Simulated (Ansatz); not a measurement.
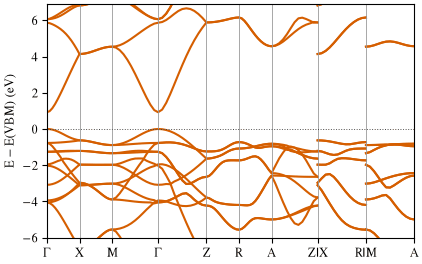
Figure: Band structure from plane-wave PAW PBEsol (Ansatz code)

**Question.** Read off the gap and where the band edges lie.

**Answer.** About 0.9 eV (0.92 eV by a search for the band edges); maximum at Γ, minimum at Γ.

**Question.** Which compound is it?
A. SnO2, rutile
B. FeBiO3, P4mm (Fe on 1a, Bi on 1b, O on 1a, O on 2c)
C. Sr2ZrTiO6, P4/mmm (Pearson symbol tP10)
D. GaAs, P4_2/mnm (Ga on 4g, As on 4f)

**Answer.** A, SnO2, rutile

Symmetry was held in the PBEsol relaxation. Spin–orbit coupling is left out wherever it is not named.

Potentials: the earlier of the program's two PAW sets. The files were generated under PBE; for other functionals the program regenerates the frozen cores, and for LDA and PBEsol the local potential too.
